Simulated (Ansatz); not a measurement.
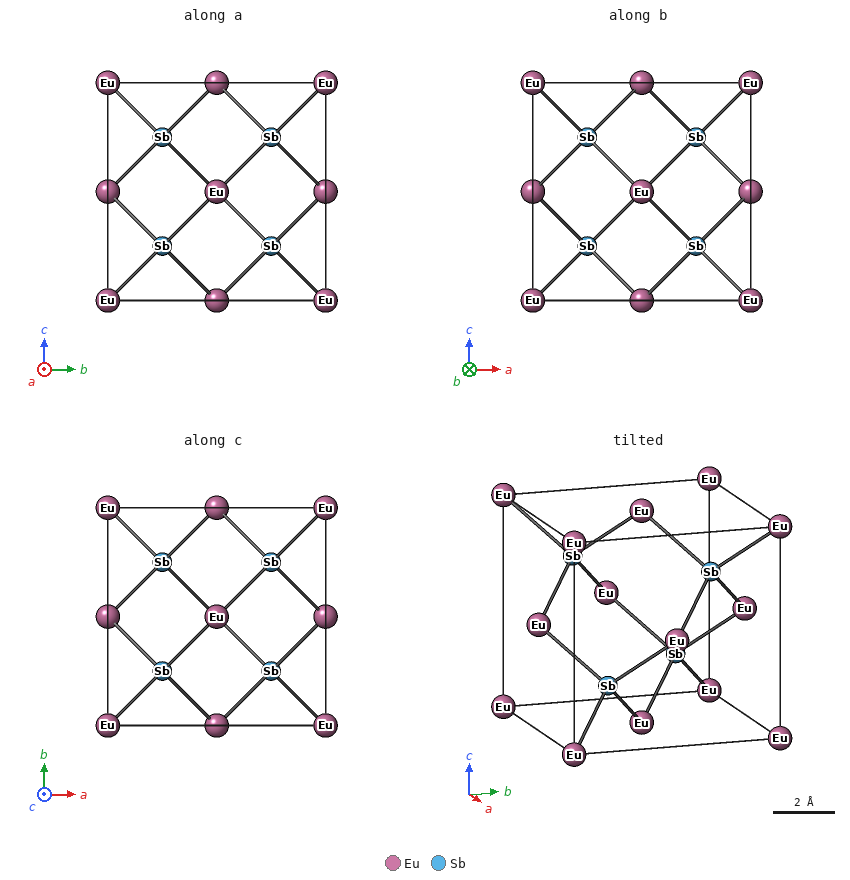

Drawn in the ball-and-stick manner and seen along the a axis, along the b axis, along the c axis and slightly off an axis. The edges of the conventional unit cell are marked.

Lattice parameters: a = 7.214 Å, b = 7.214 Å, c = 7.214 Å, α = 90.00°, β = 90.00°, γ = 90.00°. Put a along x and b in the xy plane.

**Record the structure as a POSCAR file.**

```
Eu Sb
1.0
     7.214    0.000    0.000
     0.000    7.214    0.000
     0.000    0.000    7.214
Eu Sb
4 4
Direct
  0.0000 0.0000 0.0000
  0.0000 0.5000 0.5000
  0.5000 0.0000 0.5000
  0.5000 0.5000 0.0000
  0.2500 0.2500 0.7500
  0.2500 0.7500 0.2500
  0.7500 0.2500 0.2500
  0.7500 0.7500 0.7500
```

The model was built from a structure type filled with these elements by a generator (whether the compound takes this form wasn't checked). The cell was then strained or its atoms displaced on purpose. It was run through Ansatz as a DFT input.
